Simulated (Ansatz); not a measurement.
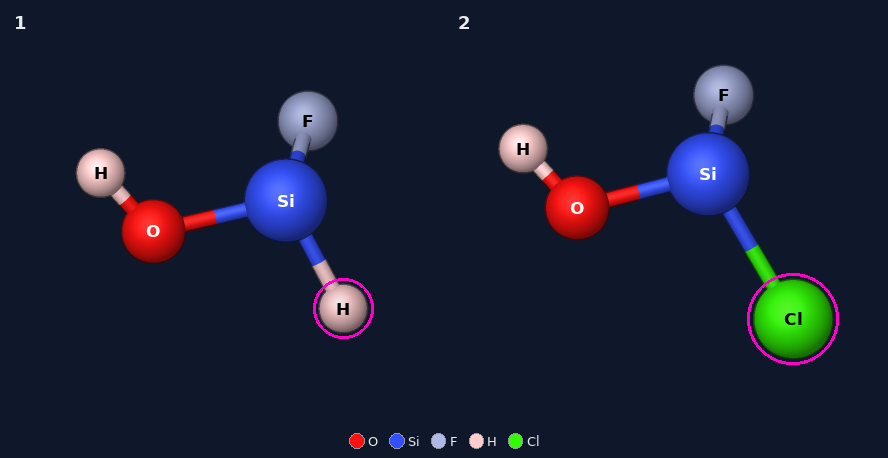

2 molecules with one skeleton, seen from the same side and at one scale; the atom that differs is circled. Each species is neutral and a spin doublet. Computed geometries: PBE0-D4/def2-TZVP optimisations, one conformation each. Properties computed with Ansatz 0.2.0.

One atom differs, called X below: H in panel 1, Cl in panel 2. Their formulas are FH2OSi (`O[SiH]F`), ClFHOSi (`O[Si](F)Cl`).

> In which is the length of X–Si larger (PBE0-D4/def2-TZVP)?

In panel 2 (X = Cl).

> In which is the harmonic zero-point energy higher (PBE0-D4/def2-TZVP)?

In panel 1 (X = H).

Give the values. With PBE0-D4/def2-TZVP: length of X–Si (Å), angle O–Si–X (°), harmonic zero-point energy (kJ/mol), harmonic X–Si stretching wavenumber (cm⁻¹). With ωB97M-V/def2-TZVPP: dipole moment (D).

| quantity | 1 (H) | 2 (Cl) | 2 − 1 |
| --- | --- | --- | --- |
| length of X–Si (Å) | 1.490 | 2.040 | +0.550 |
| angle O–Si–X (°) | 105.3 | 106.8 | +1.5 |
| dipole moment (D) | 1.48 | 2.06 | +0.58 |
| harmonic zero-point energy (kJ/mol) | 64.3 | 48.1 | −16.2 |
| harmonic X–Si stretching wavenumber (cm⁻¹) | 2177 | 549 | −1628 |
